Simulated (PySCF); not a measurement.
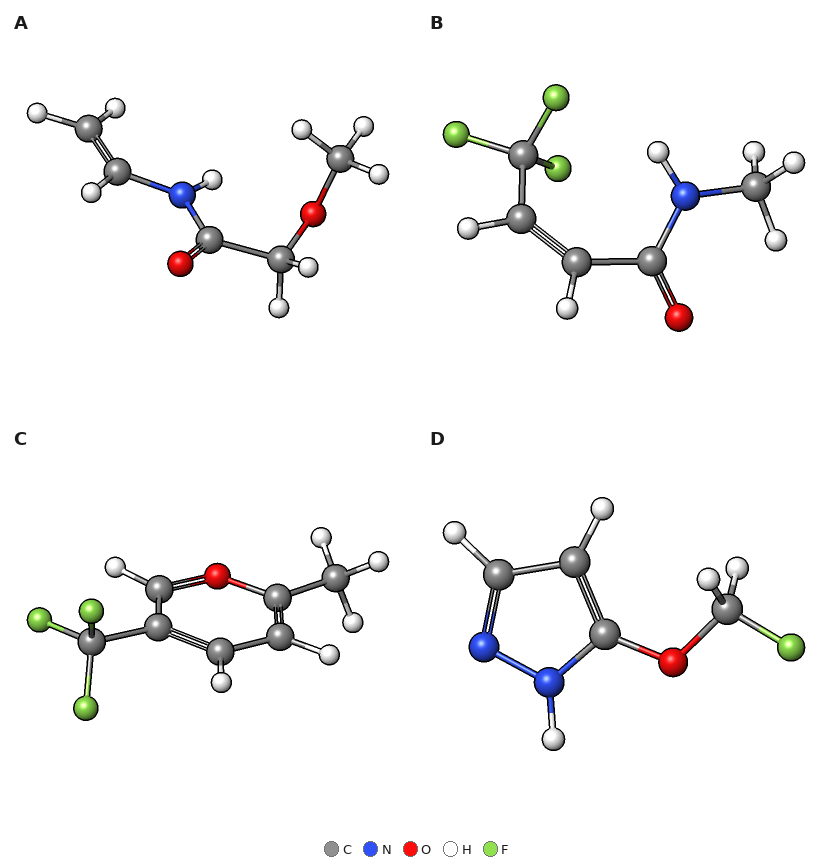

Simulated data, not a measurement (program: PySCF).

Which panel belongs to which SMILES?
(1) CNC(=O)/C=C\C(F)(F)F
(2) Cc1ccc(C(F)(F)F)c[o+]1
(3) C=CNC(=O)COC
(4) FCOc1ccn[nH]1

A is (3), B is (1), C is (2), D is (4).
